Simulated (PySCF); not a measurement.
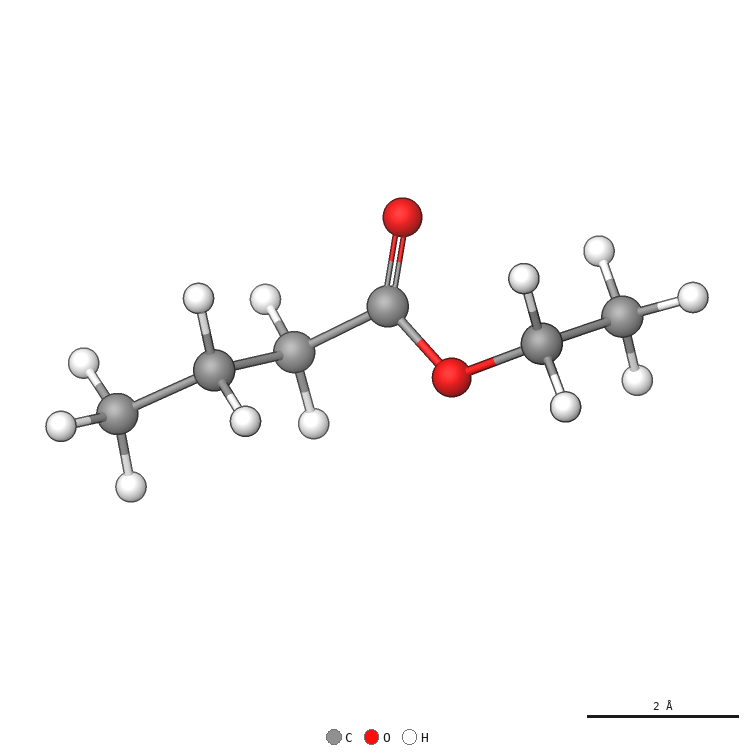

Ball-and-stick drawing of a structure. Multiple sticks mark multiple bonds (one Kekulé form).

Question: What is the molecular formula?

Answer: C₆H₁₂O₂, 20 atoms: 6 carbon, 12 hydrogen and 2 oxygen.

Question: How many bonds of each kind are drawn?

Answer: 12 C–H, 4 C–C, 3 C–O.

Question: What is the point group of this geometry?

Answer: C1.

Question: Write the SMILES.

Answer: CCCC(=O)OCC

The parts below concern this one geometry. Atoms keep their numbers from picture to picture. The computed structure is the end point of a PBE0-D3(BJ)/def2-SVP optimisation. No frequency run is at hand to confirm it as a minimum.

Polarisability

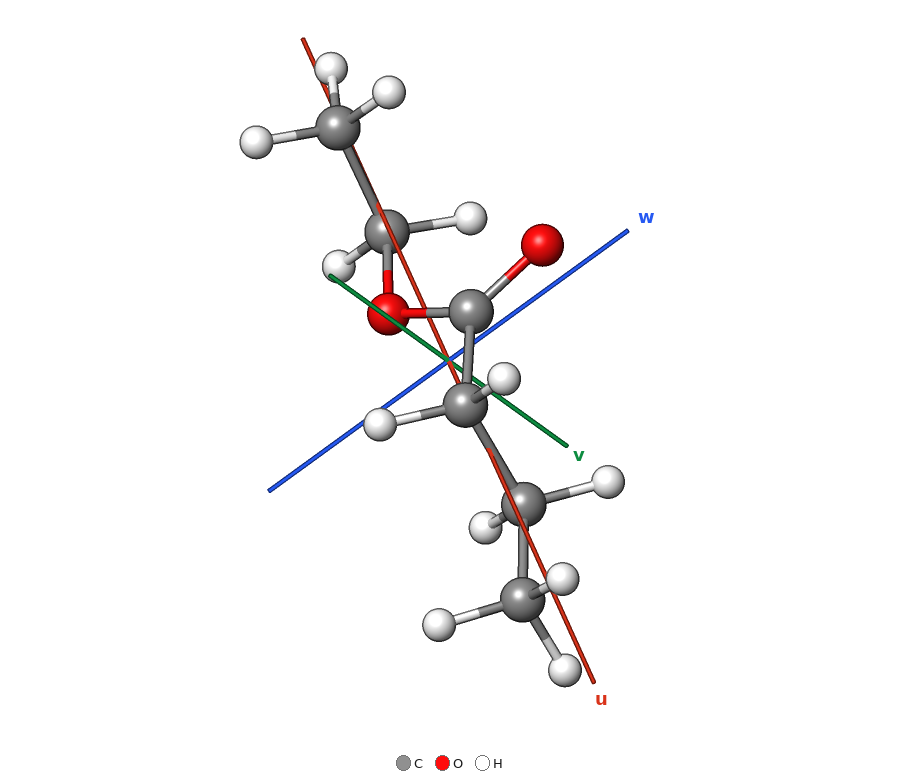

The lines u, v and w are the principal axes of the static dipole polarisability. No frequency run is at hand to confirm it as a minimum. Method: CAM-B3LYP/def2-SVPD in methanol (IEF-PCM) (PySCF 2.14.0).

Question: Along which axis is the molecule most polarisable, and along which least?

Answer: Most along u, least along v.

Question: Give the three principal values.

Answer: u 116.3, v 95.4, w 105.6 bohr³; mean 105.8, anisotropy 18.1 bohr³.

Levels of theory compared

No frequency run is at hand to confirm it as a minimum. Program: PySCF 2.14.0.

At this fixed geometry, give HOMO–LUMO gap (eV), HOMO energy (eV) at these levels: CAM-B3LYP/def2-SVPD; CAM-B3LYP/def2-SVPD in benzene (IEF-PCM); CAM-B3LYP/def2-SVPD in methanol (IEF-PCM); PBE0/pcSseg-1 in benzene (IEF-PCM); PBE0/pcSseg-1 in methanol (IEF-PCM).

```csv
level,HOMO–LUMO gap (eV),HOMO energy (eV)
CAM-B3LYP/def2-SVPD,10.60,−9.39
CAM-B3LYP/def2-SVPD in benzene (IEF-PCM),10.73,−9.48
CAM-B3LYP/def2-SVPD in methanol (IEF-PCM),10.84,−9.62
PBE0/pcSseg-1 in benzene (IEF-PCM),8.25,−7.91
PBE0/pcSseg-1 in methanol (IEF-PCM),8.31,−8.05
```

Excitation

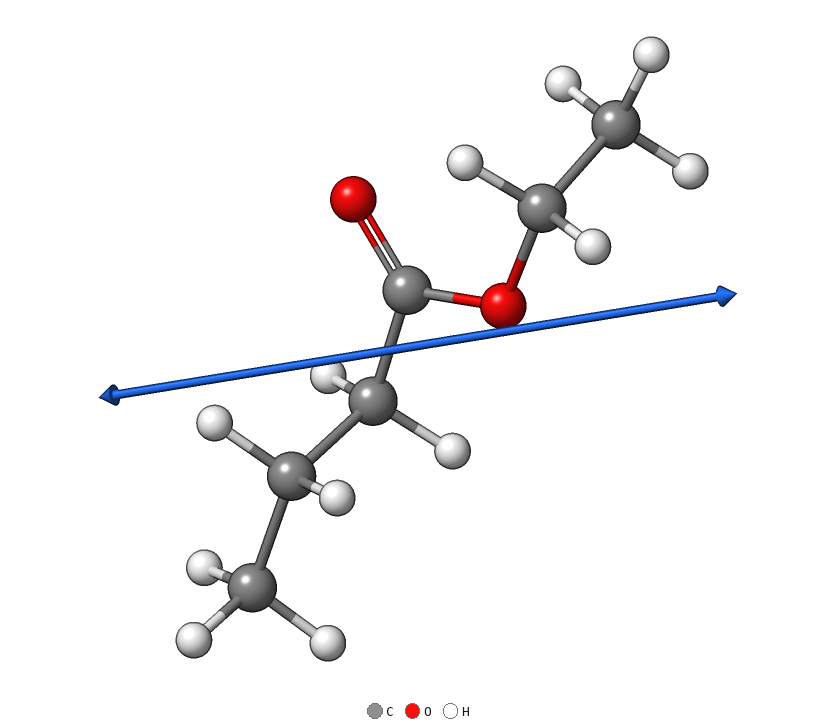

The double arrow shows the direction of the transition dipole to excited singlet state 3 (its length means nothing). No frequency run is at hand to confirm it as a minimum. Level of theory: TDDFT CAM-B3LYP/def2-SVPD, vertical, IEF-PCM methanol (non-equilibrium linear response), core orbitals frozen in the response (PySCF 2.14.0).

Question: Where does the transition lie, and how strong is it?

Answer: 8.07 eV (154 nm), oscillator strength 0.17, of mixed character, with the largest part HOMO−1 → LUMO (weight 0.40); transition dipole 2.38 D.
